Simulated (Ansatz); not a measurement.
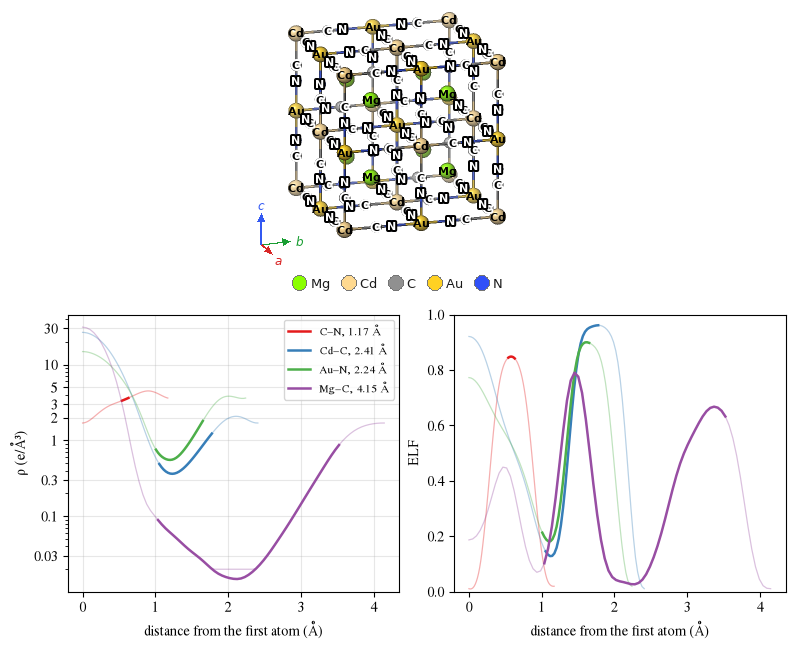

The picture shows: Mg$_{2}$CdAuC$_{6}$N$_{6}$. Valence pseudo-density and ELF along straight lines between neighbouring atoms. Thin, pale parts lie inside the atomic spheres. The structure is drawn too.

Space group Fm-3m; a structure generated by program, which may or may not match a known phase; spin-polarised.

These are results of DFT PBE, scalar-relativistic, plane waves, PAW in Ansatz, not measurements.

The density is the valence pseudo-density of a PAW calculation; it isn't the true density close to the nuclei.

The calculation's input:

```
crystal:
  lattice:
    - [0.0, 5.8101664406, 5.8101664406]
    - [5.8101664406, 0.0, 5.8101664406]
    - [5.8101664406, 5.8101664406, 0.0]
  atoms:
    - { symbol: Mg, position: [0.25, 0.25, 0.25], spin: 0.58 }
    - { symbol: Mg, position: [0.75, 0.75, 0.75], spin: 0.58 }
    - { symbol: Cd, position: [0.0, 0.0, 0.0] }
    - { symbol: C, position: [0.7936107324, 0.2063892676, 0.2063892676] }
    - { symbol: C, position: [0.2063892676, 0.7936107324, 0.2063892676] }
    - { symbol: C, position: [0.2063892676, 0.2063892676, 0.7936107324] }
    - { symbol: C, position: [0.2063892676, 0.7936107324, 0.7936107324] }
    - { symbol: C, position: [0.7936107324, 0.2063892676, 0.7936107324] }
    - { symbol: C, position: [0.7936107324, 0.7936107324, 0.2063892676] }
    - { symbol: Au, position: [0.5, 0.5, 0.5], spin: 0.83 }
    - { symbol: "N", position: [0.692759912, 0.307240088, 0.307240088] }
    - { symbol: "N", position: [0.307240088, 0.692759912, 0.307240088] }
    - { symbol: "N", position: [0.307240088, 0.307240088, 0.692759912] }
    - { symbol: "N", position: [0.307240088, 0.692759912, 0.692759912] }
    - { symbol: "N", position: [0.692759912, 0.307240088, 0.692759912] }
    - { symbol: "N", position: [0.692759912, 0.692759912, 0.307240088] }
basis:
  ecutwfc: 420
kpoints:
  mp_grid: { grid: [6, 6, 6] }
hamiltonian:
  xc: pbe
scf:
  occupations: { method: gaussian, width: 0.1 }
output:
  forces: true
  stress: true
  eigenvalues: true
  populations: true
  write_density: true
  write_potential: true
  elf: true
  volumetric_format: npy
magnetization:
  spin_polarized: true
relax:
  adjacent_minimum: "off"
  f_tol: 0.01
  max_steps: 80
  cell: { stress_tol: 0.05 }
```

Launched as:

```sh
ansatz run input.yaml --threads 1 --pin off --max-ram 2560MiB --backend cpu --events-out ev --progress --plain --runs-dir out
```

Below, planes, directions and counts refer to the conventional cell (a = 11.64 Å, b = 11.64 Å, c = 11.64 Å, α = 90.00°, β = 90.00°, γ = 90.00°).

The fields are those of the relaxed geometry.

> What can be read from the curves?

C–N (1.17 Å): ρ at the midpoint is about 3.5 e/Å³; the ELF peaks at about 0.85 between the atoms.
Cd–C (2.41 Å): the density is about 0.37 e/Å³ at the midpoint; the ELF peaks at about 0.95 in the valence shell of C, 0.6 Å from its nucleus, and drops to about 0.15 between the two atoms.
Au–N (2.24 Å): ρ is about 0.58 e/Å³ halfway; the ELF peaks at about 0.90 in the valence shell of N, 0.6 Å from its nucleus, and drops to about 0.20 between the two atoms.
Mg–C (4.15 Å): the density is about 0.01 e/Å³ at the midpoint; the ELF peaks at about 0.80 in the valence shell of C, 2.7 Å from its nucleus, and drops to about 0 between the two atoms: no shared electron pair shows on this line.
